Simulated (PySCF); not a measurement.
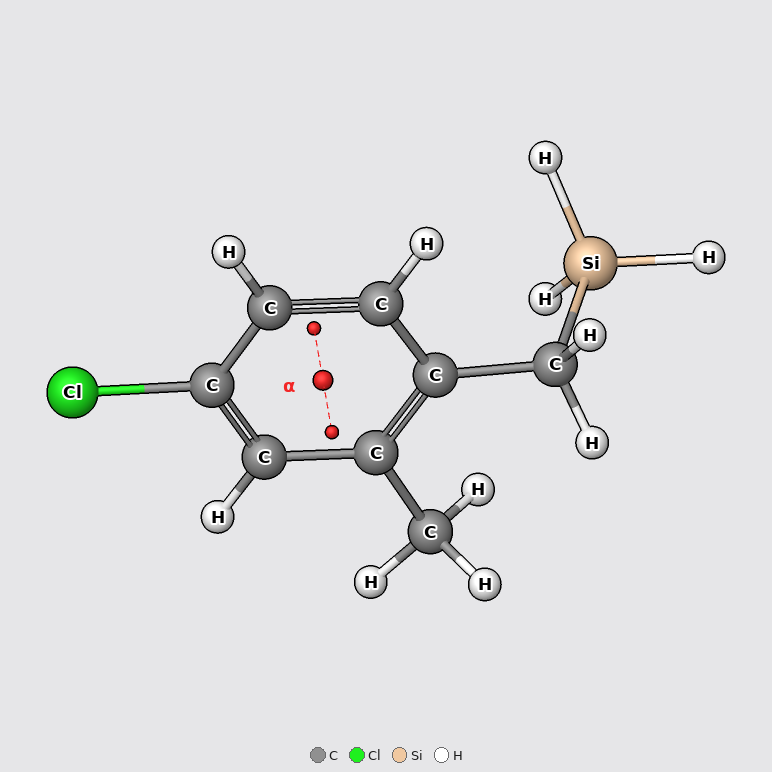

The small points mark where nucleus-independent chemical shifts (NICS) were computed: at the centre of each lettered ring and 1 Å above and below it. The geometry was computed by an optimisation with GFN2-xTB. No frequency run is at hand to confirm it as a minimum. Properties computed with GIAO PBE0/pcSseg-1 NMR shielding, non-relativistic, gas phase (PySCF 2.14.0).

Give NICS(0), NICS(1) and the out-of-plane component NICS(1)zz for each ring (means of the two sides).

| ring | members | NICS(0) | NICS(1) | NICS(1)zz |
| --- | --- | --- | --- | --- |
| α | C6 | −8.9 | −10.8 | −25.6 |

Values in ppm.

Question. What do the values say about the ring currents?

Answer. Ring α: diatropic, as in an aromatic ring. NICS is one index among several.

The geometry is semi-empirical. Around Si such bond lengths and angles can be off by a tenth of an ångström or more and by several degrees, and values that hang on the shape move with them.
